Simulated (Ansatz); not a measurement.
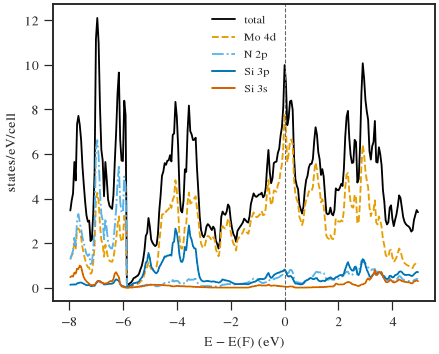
Figure. Total and projected density of states of SiMo2N in space group P6_3/mmc (No. 194; Si on 2d, Mo on 4f, N on 2a), PBEsol (plane waves, PAW; program Ansatz)

Q: Which orbitals carry the states next to the Fermi level?

A: Within 0.5 eV of the Fermi level: Mo 4d 79 %, Si 3p 8 %, N 2p 8 %. Projections are on Löwdin-orthogonalised atomic valence shells; empty p or d shells of many metals are not among them.

Q: Where is the tallest occupied peak in this window, and what makes it?

A: Near -6.9 eV, about 12 states/eV per cell; the largest projected share is N 2p.

The start of the workflow was typed in or built on a structure type; neither database checked (COD, Materials Project) lists it. Whether it is the stable phase at ambient conditions was not checked. The cell was relaxed with PBEsol under the symmetry of its start. At this level the phase is mechanically unstable. The workflow began spin-polarised and lost its moments. Scalar-relativistic: spin–orbit coupling is off unless named, which matters more the heavier the elements.

Potentials: the later of the program's two PAW sets.
